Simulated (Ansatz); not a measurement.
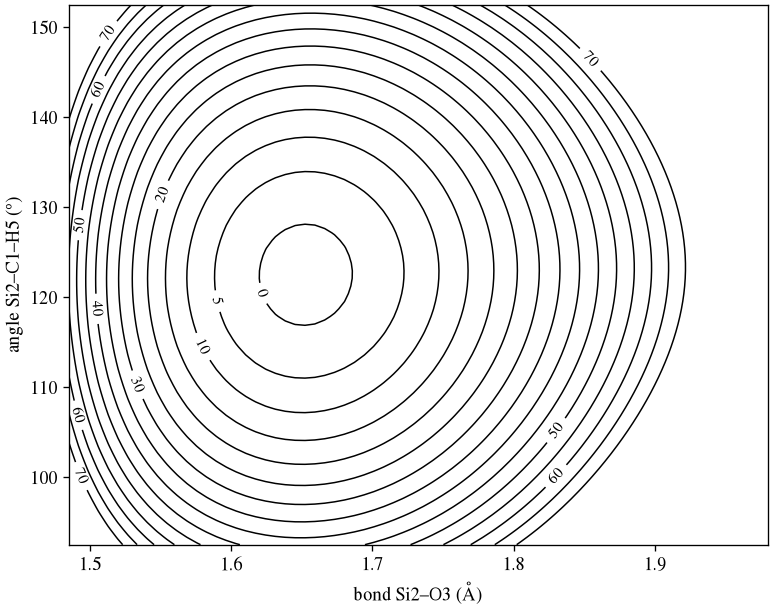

Energy landscape of CH5OSi, SMILES [CH2][SiH2]O, spin multiplicity 2. Two internal coordinates are moved rigidly from the geometry relaxed at PBE0-D4/def2-TZVP, all others fixed. The first coordinate is: bond Si2–O3; the second: angle Si2–C1–H5. The scan uses a 5 × 5 grid. Points are written as (first, second). Energies: kJ/mol, counted from the lowest grid point. Method: Ansatz 0.2.0, UKS PBE0-D4/def2-TZVPP.

In the figure: contour lines labelled in kJ/mol (none above 70). Between grid points the surface is interpolated. 

Summarise what can be read from the map.

The lowest grid point is at (1.686 Å, 122.5°). No other kind of well shows on this grid. The highest grid point, (1.980 Å, 92.5°), lies 141 kJ/mol above the lowest. Round the minimum the two coordinates are nearly uncoupled.
